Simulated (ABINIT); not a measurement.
# A GW chain in ABINIT: SiO2 (P3_221), part 2 of 3

Aim: the G0W0 gap of SiO2 (P3_221) on LDA, step by step.

ABINIT 10.8.3; LDA and many-body steps on it, plane waves. Known limits of the many-body steps: not at the basis limit; coarse k mesh.

So far. Step 2 (Ground state): The gap is indirect, with the least direct gap 0.33 eV higher.

**3. Bands along the symmetry lines**

Level of this step: DFT, LDA, plane waves, norm-conserving pseudopotentials (ABINIT).

The cheap functional maps the bands first; the places of the edges decide which points the dearer methods must see.

Contents of run.abi:

```
acell 3*1.0 Angstrom
rprim 
  4.916359999971 0.000000000007 0.000000000000
  -2.458179999991 4.257692654122 0.000000000000
  0.000000000000 0.000000000000 5.408400000000
ntypat 2
znucl 14 8
natom 9
typat 1 1 1 2 2 2 2 2 2
xred 
  0.469730000000 0.000000000000 0.666666666667
  0.000000000000 0.469730000000 0.333333333333
  0.530270000000 0.530270000000 -0.000000000000
  0.413540000000 0.267580000000 0.785580000000
  0.732420000000 0.145960000000 0.452246666667
  0.854040000000 0.586460000000 0.118913333333
  0.267580000000 0.413540000000 0.214420000000
  0.145960000000 0.732420000000 0.547753333333
  0.586460000000 0.854040000000 0.881086666667
pp_dirpath "pseudos"
pseudos "Si.upf, O.upf"
ecut 36
iscf -2
irdden 1
kptopt 0
nkpt 39
kpt 
  0.00000000 0.00000000 0.00000000
  0.12500000 0.00000000 0.00000000
  0.25000000 0.00000000 0.00000000
  0.37500000 0.00000000 0.00000000
  0.50000000 0.00000000 0.00000000
  0.45833333 0.08333333 0.00000000
  0.41666666 0.16666666 0.00000000
  0.37500000 0.25000000 0.00000000
  0.33333333 0.33333333 0.00000000
  0.25000000 0.25000000 0.00000000
  0.16666666 0.16666666 0.00000000
  0.08333333 0.08333333 0.00000000
  0.00000000 0.00000000 0.00000000
  0.00000000 0.00000000 0.12500000
  0.00000000 0.00000000 0.25000000
  0.00000000 0.00000000 0.37500000
  0.00000000 0.00000000 0.50000000
  0.12500000 0.00000000 0.50000000
  0.25000000 0.00000000 0.50000000
  0.37500000 0.00000000 0.50000000
  0.50000000 0.00000000 0.50000000
  0.45833333 0.08333333 0.50000000
  0.41666666 0.16666666 0.50000000
  0.37500000 0.25000000 0.50000000
  0.33333333 0.33333333 0.50000000
  0.25000000 0.25000000 0.50000000
  0.16666666 0.16666666 0.50000000
  0.08333333 0.08333333 0.50000000
  0.00000000 0.00000000 0.50000000
  0.50000000 0.00000000 0.50000000
  0.50000000 0.00000000 0.37500000
  0.50000000 0.00000000 0.25000000
  0.50000000 0.00000000 0.12500000
  0.50000000 -0.00000000 0.00000000
  0.33333333 0.33333333 0.50000000
  0.33333333 0.33333333 0.37500000
  0.33333333 0.33333333 0.25000000
  0.33333333 0.33333333 0.12500000
  0.33333333 0.33333333 0.00000000
istwfk *1
nband 37
nbdbuf 8
tolwfr 1e-07
nstep 50
prtwf 0
prtvol 0
indata_prefix "in"
outdata_prefix "out"
tmpdata_prefix "tmp"
```

On the command line:

```sh
> OMP_NUM_THREADS=1 mpirun -n 4 abinit run.abi > log
```

Numbers of over 12 decimals in the logs are rounded to 6 here.

Output:

```text
.Version 10.8.3 of ABINIT. v10.8.2 released Aug 2026.

 Symmetries : space group P3_2 2 1 (#154); Bravais hP (primitive hexag.)
[... echo of the input left out ...]
== DATASET  1 ==================================================================
-   mpi_nproc: 4, omp_nthreads: 1 (-1 if OMP is not activated)

--- !DatasetInfo
iteration_state: {dtset: 1, }
dimensions: {natom: 9, nkpt: 39, mband: 37, nsppol: 1, nspinor: 1, nspden: 1, mpw: 7935, }
cutoff_energies: {ecut:  36.0, pawecutdg:  -1.0, }
electrons: {nelect:   4.80000000E+01, charge:   0.00000000E+00, occopt:   1.00000000E+00, tsmear:   1.00000000E-02, }

 Real(R)+Recip(G) space primitive vectors, cartesian coordinates (Bohr,Bohr^-1):
 R(1)=  9.2905739  0.0000000  0.0000000  G(1)=  0.1076360  0.0621437  0.0000000
 R(2)= -4.6452870  8.0458730  0.0000000  G(2)=  0.0000000  0.1242873  0.0000000
 R(3)=  0.0000000  0.0000000 10.2203948  G(3)=  0.0000000  0.0000000  0.0978436
 Unit cell volume ucvol=  7.6398247E+02 bohr^3
 Angles (23,13,12)=  9.00000000E+01  9.00000000E+01  1.20000000E+02 degrees

 getcut: wavevector=  0.0000  0.0000  0.0000  ngfft=  54  54  60
         ecut(hartree)=     36.000   => boxcut(ratio)=   2.15246

--- Pseudopotential description ------------------------------------------------
- Si Generated using ONCVPSP code by D. R. Hamann
- 14.00000   4.00000  180309                  znucl, zion, pspdat
12 -1012 2 -1 1510                            pspcod,pspxc,lmax,lloc,mmax
     nproj     2     2     2
  pspatm : epsatm=    6.67003958
         --- l  ekb(1:nproj) -->
             0    5.565958    0.856966
             1    2.726111    0.629828
             2   -2.124804   -0.444604
 pspatm: atomic psp has been read  and splines computed

- O Generated using ONCVPSP code by D. R. Hamann
-  8.00000   6.00000  201201                  znucl, zion, pspdat
12 -1012 2 -1 926                             pspcod,pspxc,lmax,lloc,mmax
     nproj     2     2     1
  pspatm : epsatm=    6.27558587
         --- l  ekb(1:nproj) -->
[...]
2   -1.033686
 pspatm: atomic psp has been read  and splines computed

--------------------------------------------------------------------------------

================================================================================
 prteigrs : about to open file out_EIG
 Non-SCF case, kpt    1 (  0.00000  0.00000  0.00000), residuals and eigenvalues=
  2.42E-08  1.68E-08  6.46E-08  5.80E-08  2.38E-08  3.35E-08  1.59E-08  3.65E-08
  4.62E-08  2.72E-08  1.72E-08  3.71E-08  3.54E-08  9.14E-08  2.77E-08  3.61E-08
  4.12E-08  8.93E-08  9.26E-08  3.93E-08  9.24E-08  8.00E-08  2.32E-08  4.19E-08
[...]
4.47E-06  3.43E-05  1.12E-04  2.27E-04  1.17E-03
 -6.9869E-01 -6.4061E-01 -6.4061E-01 -6.1589E-01 -6.1457E-01 -6.1457E-01
 -3.0027E-01 -3.0027E-01 -1.9711E-01 -1.9692E-01 -1.9012E-01 -1.9012E-01
[...]
4.7102E-01

--- !ResultsGS
iteration_state: {dtset: 1, }
comment   : Summary of ground state results
lattice_vectors:
- [  9.2905739,   0.0000000,   0.0000000, ]
- [ -4.6452870,   8.0458730,   0.0000000, ]
- [  0.0000000,   0.0000000,  10.2203948, ]
lattice_lengths: [   9.29057,    9.29057,   10.22039, ]
lattice_angles: [ 90.000,  90.000, 120.000, ] # degrees, (23, 13, 12)
lattice_volume:   7.6398247E+02
convergence: {deltae:  0.000E+00, res2:  0.000E+00, residm:  9.973E-08, diffor:  0.000E+00, }
etotal    :  -1.12309922E+02
entropy   :   0.00000000E+00
fermie    :   4.32436372E-03
cartesian_stress_tensor: null
pressure_GPa: null
xred      :
- [  4.6973E-01,   7.4015E-17,   6.6667E-01, Si]
- [  1.6639E-18,   4.6973E-01,   3.3333E-01, Si]
- [  5.3027E-01,   5.3027E-01,   9.2519E-18, Si]
- [  4.1354E-01,   2.6758E-01,   7.8558E-01,  O]
- [  7.3242E-01,   1.4596E-01,   4.5225E-01,  O]
- [  8.5404E-01,   5.8646E-01,   1.1891E-01,  O]
- [  2.6758E-01,   4.1354E-01,   2.1442E-01,  O]
- [  1.4596E-01,   7.3242E-01,   5.4775E-01,  O]
- [  5.8646E-01,   8.5404E-01,   8.8109E-01,  O]
cartesian_forces: null
force_length_stats: {min: null, max: null, mean: null, }

 Integrated electronic density in atomic spheres:
 ------------------------------------------------
 Atom  Sphere_radius  Integrated_density
[...]
================================================================================

 ----iterations are completed or convergence reached----

 Mean square residual over all n,k,spin=   49.121E-09; max=  99.734E-09
 reduced coordinates (array xred) for    9 atoms
[...]
0.145960000000      0.732420000000      0.547753333333
       0.586460000000      0.854040000000      0.881086666667

 cartesian coordinates (angstrom) at end:
    1      2.309362     3.29e-12     3.605600
    2     -1.154681     1.999966     1.802800
    3      1.303499     2.257727     0.000000
[...]
8     -1.082828     3.118419     2.962469
    9      0.783864     3.636240     4.765269
 length scales=  1.889726125908  1.889726125908  1.889726125908 bohr
              =  1.000000000000  1.000000000000  1.000000000000 angstroms
 prteigrs : about to open file out_EIG
 Eigenvalues (hartree) for nkpt=  39  k points:
 kpt#   1, nband= 37, wtk=  1.00000, kpt=  0.0000  0.0000  0.0000 (reduced coord)
[...]
kpt#   2, nband= 37, wtk=  1.00000, kpt=  0.1250  0.0000  0.0000 (reduced coord)
[...]
kpt#   3, nband= 37, wtk=  1.00000, kpt=  0.2500  0.0000  0.0000 (reduced coord)
[...]
kpt#  38, nband= 37, wtk=  1.00000, kpt=  0.3333  0.3333  0.1250 (reduced coord)
[...]
0.42862    0.44513    0.45244    0.47256    0.47285
 kpt#  39, nband= 37, wtk=  1.00000, kpt=  0.3333  0.3333  0.0000 (reduced coord)
[...]
-0.07225   -0.06592   -0.05975   -0.04138   -0.04138   -0.01173   -0.01173    0.00432
   0.32352    0.32352    0.34151    0.37618    0.38023    0.38023    0.39608    0.39608
   0.43747    0.44287    0.46940    0.46996    0.47102

== END DATASET(S) ==============================================================
================================================================================

 -outvars: echo values of variables after computation  --------
            nband          37
             nkpt          39
          spgroup         154
 [... the other variables as echoed above ...]

 Calculation completed.
```

The job ended after 62 s (4 MPI ranks of Arm Neoverse V1, shared host; peak memory 0.47 GiB; 4.1 min of CPU time).

Numbers from this step:

```
gap                        : 5.794 eV
k of the valence top       : 0.3333, 0.3333, 0
k of the conduction bottom : 0, 0, 0
least direct gap           : 6.120 eV
```

The gap is 5.794 eV, as in the run before at this level.

The electronic bands at the labelled points (eV, zero at the top of the highest filled band):

```csv
point,band 21,band 22,band 23,band 24,band 25,band 26,band 27,band 28
Γ,-1.01,-0.69,-0.33,-0.33,5.79,9.04,9.04,9.51
M,-1.05,-0.79,-0.27,-0.03,8.04,8.76,9.44,9.48
K,-1.24,-0.44,-0.44,0.00,8.69,8.69,9.18,10.12
Γ,-1.01,-0.69,-0.33,-0.33,5.79,9.04,9.04,9.51
A,-1.24,-0.21,-0.21,-0.09,7.72,7.72,8.73,9.50
L,-0.90,-0.84,-0.61,-0.19,8.77,9.21,9.35,9.50
H,-0.95,-0.78,-0.60,-0.60,8.89,9.50,9.50,9.86
A,-1.24,-0.21,-0.21,-0.09,7.72,7.72,8.73,9.50
jump to L,-0.90,-0.84,-0.61,-0.19,8.77,9.21,9.35,9.50
M,-1.05,-0.79,-0.27,-0.03,8.04,8.76,9.44,9.48
jump to H,-0.95,-0.78,-0.60,-0.60,8.89,9.50,9.50,9.86
K,-1.24,-0.44,-0.44,0.00,8.69,8.69,9.18,10.12
```

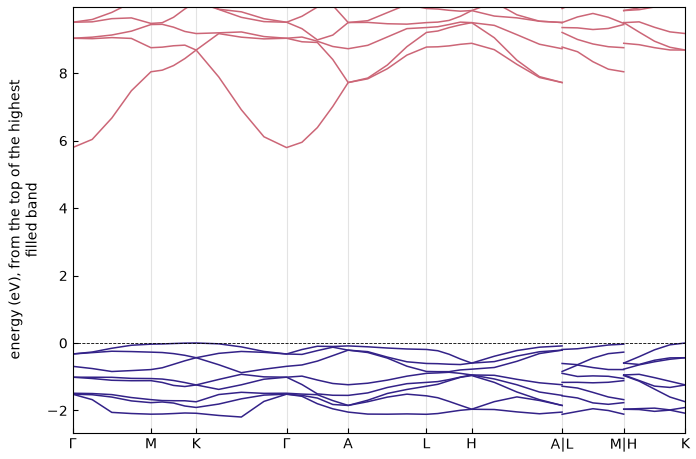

Electronic bands along the path; lines of filled and empty bands in two colours.

**4. Empty states on the mesh, 3×3×2 mesh, 195 bands**

The sums over transitions need many empty states on a uniform mesh; this step solves for them.

Contents of run.abi:

```
acell 3*1.0 Angstrom
rprim 
  4.916359999971 0.000000000007 0.000000000000
  -2.458179999991 4.257692654122 0.000000000000
  0.000000000000 0.000000000000 5.408400000000
ntypat 2
znucl 14 8
natom 9
typat 1 1 1 2 2 2 2 2 2
xred 
  0.469730000000 0.000000000000 0.666666666667
  0.000000000000 0.469730000000 0.333333333333
  0.530270000000 0.530270000000 -0.000000000000
  0.413540000000 0.267580000000 0.785580000000
  0.732420000000 0.145960000000 0.452246666667
  0.854040000000 0.586460000000 0.118913333333
  0.267580000000 0.413540000000 0.214420000000
  0.145960000000 0.732420000000 0.547753333333
  0.586460000000 0.854040000000 0.881086666667
pp_dirpath "pseudos"
pseudos "Si.upf, O.upf"
ecut 36
ngkpt 3 3 2
nshiftk 1
shiftk 0 0 0
kptopt 1
chksymbreak 0
iscf -2
irdden 1
istwfk *1
nband 195
nbdbuf 16
tolwfr 1e-09
nstep 60
prtvol 0
indata_prefix "in"
outdata_prefix "out"
tmpdata_prefix "tmp"
```

Output:

```text
.Version 10.8.3 of ABINIT. v10.8.2 released Aug 2026.

 Symmetries : space group P3_2 2 1 (#154); Bravais hP (primitive hexag.)
[... echo of the input left out ...]
== DATASET  1 ==================================================================
-   mpi_nproc: 4, omp_nthreads: 1 (-1 if OMP is not activated)

--- !DatasetInfo
iteration_state: {dtset: 1, }
dimensions: {natom: 9, nkpt: 6, mband: 195, nsppol: 1, nspinor: 1, nspden: 1, mpw: 7935, }
cutoff_energies: {ecut:  36.0, pawecutdg:  -1.0, }
electrons: {nelect:   4.80000000E+01, charge:   0.00000000E+00, occopt:   1.00000000E+00, tsmear:   1.00000000E-02, }

 Real(R)+Recip(G) space primitive vectors, cartesian coordinates (Bohr,Bohr^-1):
 R(1)=  9.2905739  0.0000000  0.0000000  G(1)=  0.1076360  0.0621437  0.0000000
 R(2)= -4.6452870  8.0458730  0.0000000  G(2)=  0.0000000  0.1242873  0.0000000
 R(3)=  0.0000000  0.0000000 10.2203948  G(3)=  0.0000000  0.0000000  0.0978436
 Unit cell volume ucvol=  7.6398247E+02 bohr^3
 Angles (23,13,12)=  9.00000000E+01  9.00000000E+01  1.20000000E+02 degrees

 getcut: wavevector=  0.0000  0.0000  0.0000  ngfft=  54  54  60
         ecut(hartree)=     36.000   => boxcut(ratio)=   2.15246

--- Pseudopotential description ------------------------------------------------
- Si Generated using ONCVPSP code by D. R. Hamann
- 14.00000   4.00000  180309                  znucl, zion, pspdat
12 -1012 2 -1 1510                            pspcod,pspxc,lmax,lloc,mmax
     nproj     2     2     2
  pspatm : epsatm=    6.67003958
         --- l  ekb(1:nproj) -->
             0    5.565958    0.856966
             1    2.726111    0.629828
             2   -2.124804   -0.444604
 pspatm: atomic psp has been read  and splines computed

- O Generated using ONCVPSP code by D. R. Hamann
-  8.00000   6.00000  201201                  znucl, zion, pspdat
12 -1012 2 -1 926                             pspcod,pspxc,lmax,lloc,mmax
     nproj     2     2     1
  pspatm : epsatm=    6.27558587
         --- l  ekb(1:nproj) -->
[...]
2   -1.033686
 pspatm: atomic psp has been read  and splines computed

--------------------------------------------------------------------------------

================================================================================
 prteigrs : about to open file out_EIG
 Non-SCF case, kpt    1 (  0.00000  0.00000  0.00000), residuals and eigenvalues=
  9.78E-11  2.69E-10  6.48E-10  8.38E-10  6.37E-11  6.48E-10  4.87E-11  4.53E-10
  1.89E-10  1.37E-10  4.61E-11  4.03E-10  2.09E-10  8.15E-10  2.58E-10  2.36E-10
  1.86E-10  2.40E-10  1.82E-10  1.39E-10  3.04E-10  2.15E-10  1.96E-10  2.29E-10
[...]
-6.9869E-01 -6.4061E-01 -6.4061E-01 -6.1589E-01 -6.1457E-01 -6.1457E-01
 -3.0027E-01 -3.0027E-01 -1.9711E-01 -1.9692E-01 -1.9012E-01 -1.9012E-01
 -1.0532E-01 -1.0532E-01 -9.6123E-02 -8.6513E-02 -5.1471E-02 -5.1471E-02
[...]
2.4871E+00  2.4887E+00  2.4887E+00  2.4963E+00  2.5439E+00  2.5439E+00
  2.5756E+00  2.5788E+00  2.5921E+00  2.5943E+00  2.5947E+00  2.5984E+00
[...]
prteigrs : prtvol=0 or 1, do not print more k-points.

--- !ResultsGS
iteration_state: {dtset: 1, }
comment   : Summary of ground state results
lattice_vectors:
- [  9.2905739,   0.0000000,   0.0000000, ]
- [ -4.6452870,   8.0458730,   0.0000000, ]
- [  0.0000000,   0.0000000,  10.2203948, ]
lattice_lengths: [   9.29057,    9.29057,   10.22039, ]
lattice_angles: [ 90.000,  90.000, 120.000, ] # degrees, (23, 13, 12)
lattice_volume:   7.6398247E+02
convergence: {deltae:  0.000E+00, res2:  0.000E+00, residm:  9.964E-10, diffor:  0.000E+00, }
etotal    :  -1.12309922E+02
entropy   :   0.00000000E+00
fermie    :   4.32436372E-03
cartesian_stress_tensor: null
pressure_GPa: null
xred      :
- [  4.6973E-01,   7.4015E-17,   6.6667E-01, Si]
- [  1.6639E-18,   4.6973E-01,   3.3333E-01, Si]
- [  5.3027E-01,   5.3027E-01,   9.2519E-18, Si]
- [  4.1354E-01,   2.6758E-01,   7.8558E-01,  O]
- [  7.3242E-01,   1.4596E-01,   4.5225E-01,  O]
- [  8.5404E-01,   5.8646E-01,   1.1891E-01,  O]
- [  2.6758E-01,   4.1354E-01,   2.1442E-01,  O]
- [  1.4596E-01,   7.3242E-01,   5.4775E-01,  O]
- [  5.8646E-01,   8.5404E-01,   8.8109E-01,  O]
cartesian_forces: null
force_length_stats: {min: null, max: null, mean: null, }

 Integrated electronic density in atomic spheres:
 ------------------------------------------------
 Atom  Sphere_radius  Integrated_density
[...]
================================================================================

 ----iterations are completed or convergence reached----

 Mean square residual over all n,k,spin=   33.267E-11; max=  99.642E-11
 reduced coordinates (array xred) for    9 atoms
[...]
0.586460000000      0.854040000000      0.881086666667

 cartesian coordinates (angstrom) at end:
    1      2.309362     3.29e-12     3.605600
    2     -1.154681     1.999966     1.802800
    3      1.303499     2.257727     0.000000
[...]
8     -1.082828     3.118419     2.962469
    9      0.783864     3.636240     4.765269
 length scales=  1.889726125908  1.889726125908  1.889726125908 bohr
              =  1.000000000000  1.000000000000  1.000000000000 angstroms
 prteigrs : about to open file out_EIG
 Eigenvalues (hartree) for nkpt=   6  k points:
 kpt#   1, nband=195, wtk=  0.05556, kpt=  0.0000  0.0000  0.0000 (reduced coord)
[...]
2.46385    2.47844    2.47844    2.48063    2.48707    2.48872    2.48872    2.49634
   2.54386    2.54386    2.57556    2.57882    2.59205    2.59432    2.59470    2.59841
   2.59902    2.63561    2.64149
 prteigrs : prtvol=0 or 1, do not print more k-points.

== END DATASET(S) ==============================================================
================================================================================

 -outvars: echo values of variables after computation  --------
            nband         195
             nkpt           6
          spgroup         154
 [... the other variables as echoed above ...]

 Calculation completed.
```

Elapsed: 2.6 min, on 4 MPI ranks; peak memory 0.49 GiB.

This step gave:

```
gap                                                           : 5.794 eV
k of the valence top                                          : 0.3333, 0.3333, 0
k of the conduction bottom                                    : 0, 0, 0
least direct gap                                              : 6.120 eV
k points computed                                             : 6
lowest point of the top converged band, above the valence top : 66.2380 eV
```

On this mesh the gap is 5.794 eV.

**5. Screening, 3×3×2 mesh, 179 bands, screening to 106.1 eV**

The RPA dielectric matrix is built and inverted for each q.

This step: RPA screening on LDA, plane waves, norm-conserving pseudopotentials.

run.abi, as its differences from that of step 4:

```diff
@@ -27,10 +27,11 @@
 chksymbreak 0
-iscf -2
-irdden 1
 istwfk *1
-nband 195
-nbdbuf 16
-tolwfr 1e-09
-nstep 60
-prtvol 0
+occopt 1
+irdwfk 1
+optdriver 3
+nband 179
+ecuteps 3.9
+inclvkb 2
+awtr 1
+symchi 1
 indata_prefix "in"
```

Output:

```text
.Version 10.8.3 of ABINIT. v10.8.2 released Aug 2026.

 Symmetries : space group P3_2 2 1 (#154); Bravais hP (primitive hexag.)
[... echo of the input left out ...]
== DATASET  1 ==================================================================
-   mpi_nproc: 4, omp_nthreads: 1 (-1 if OMP is not activated)

--- !DatasetInfo
iteration_state: {dtset: 1, }
dimensions: {natom: 9, nkpt: 6, mband: 179, nsppol: 1, nspinor: 1, nspden: 1, mpw: 7935, }
cutoff_energies: {ecut:  36.0, pawecutdg:  -1.0, }
electrons: {nelect:   4.80000000E+01, charge:   0.00000000E+00, occopt:   1.00000000E+00, tsmear:   1.00000000E-02, }

 SCREENING: Calculation of the susceptibility and dielectric matrices

 Based on a program developped by R.W. Godby, V. Olevano, G. Onida, and L. Reining.
 Incorporated in ABINIT by V. Olevano, G.-M. Rignanese, and M. Torrent.
.Using double precision arithmetic ; gwpc =  8

[... cell and pseudopotentials left out ...]
--------------------------------------------------------------------------------

 ==== K-mesh for the wavefunctions ====
 Number of points in the irreducible wedge :     6
[... list of points left out ...]
 Together with  6 symmetry operations and time-reversal symmetry
 yields    18 points in the full Brillouin Zone.

 ==== Q-mesh for the screening function ====
 Number of points in the irreducible wedge :     6
[... list of points left out ...]
 Together with  6 symmetry operations and time-reversal symmetry
 yields    18 points in the full Brillouin Zone.

 setmesh: FFT mesh size selected  =    36x   36x   45
          total number of points  =        58320

 vcoul_init : cutoff-mode = AUXILIARY_FUNCTION
 q-points for optical limit:   1
     1)      0.000010    0.000020    0.000030

- screening: taking advantage of time-reversal symmetry
- Maximum band index for partially occupied states nbvw = 24
- Remaining bands to be divided among processors   nbcw = 155
- Number of bands treated by each node ~38

 Number of electrons calculated from density =   48.0000; Expected =   48.0000
 average of density, n =  0.062829
 r_s =    1.5605
 omega_plasma =   24.1788 [eV]

 calculating chi0 at frequencies [eV] :
  1    0.000000E+00    0.000000E+00
  2    0.000000E+00    2.417879E+01

--------------------------------------------------------------------------------
  q-point number  1        q = ( 0.000000, 0.000000, 0.000000) [r.l.u.]
--------------------------------------------------------------------------------
[... chi0 elements left out ...]
 For q-point:  0.000010 0.000020 0.000030
  dielectric constant =   2.4002
  dielectric constant without local fields =   2.5979

  Average fulfillment of the sum rule on Im[epsilon] for q-point    1 :     64.39  [%]
[... wings left out ...]
  q-point number  2        q = ( 0.333333, 0.000000, 0.000000) [r.l.u.]
--------------------------------------------------------------------------------
[... chi0 elements left out ...]
  Average fulfillment of the sum rule on Im[epsilon] for q-point    2 :     70.28  [%]

 [... 4 further q-points ...]
```

Run time: 1.9 min. Hardware: 4 MPI ranks; peak memory 2 GiB; 7.5 min of CPU time.

Numbers from this step:

```
ε∞ with local fields, on this mesh, along the program's q direction : 2.400
the same without local fields                                       : 2.598
plasma frequency                                                    : 24.18 eV
plane waves in the screening matrix                                 : 279
```

Local fields lower ε∞ by 8 %. On a Γ-centred mesh this coarse the value itself is usually too large, while a short band sum pulls it down.

(Part 2 of 3 ends here.)

[Paths, hosts, dates, memory and timing lines, banners, echoed tables and standing remarks are left out of the program output.]

[Logs are printed without paths, hosts, clocks, repeated set-up lines and the standing remarks that a program may print on its own settings, such as how far it seeks lower states.]

[Runs of the session that timed out or met a known fault of the program may be left out.]

[Hosts, paths, dates, database ids (printed as entryN), source tags and the programs' standing remarks are cut or masked in the printed files.]

[G0W0 gaps are taken among the corrected bands and points alone; a level outside them can change the order at an edge.]

[Where Ansatz stands beside ABINIT at settings called matched, ABINIT's density can come from a denser mesh and the files from another edition; pairs whose starting gaps differed by over 0.03 eV were left out, so agreement reads better than it is.]
